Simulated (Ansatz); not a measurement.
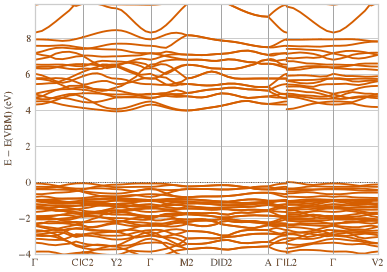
Figure. Band structure from r²SCAN (plane waves, PAW; program Ansatz)

**Question.** Read off the gap and where the band edges lie.

**Answer.** About 3.9 eV (3.93 eV by a search for the band edges); maximum at L2, minimum at Y2.

**Question.** Which of these materials gives this?
A. NaCrS2O8, C2/m (Pearson symbol mS24)
B. Mg2Te3O8, C2/c (Pearson symbol mS52)
C. O, α-O2
D. In2Si2O7, C2/m (Pearson symbol mS22)

**Answer.** B, Mg2Te3O8, C2/c (Pearson symbol mS52)

The first step of the workflow began from a Materials Project structure, measured or hypothetical; the Crystallography Open Database copy checked does not list it. Whether it is the stable phase at ambient conditions was not checked. Symmetry was held in the r²SCAN relaxation; its stability against distortions is not shown here. Scalar-relativistic: spin–orbit coupling is off unless named, which matters more the heavier the elements.

Potentials: the later of the program's two PAW sets.
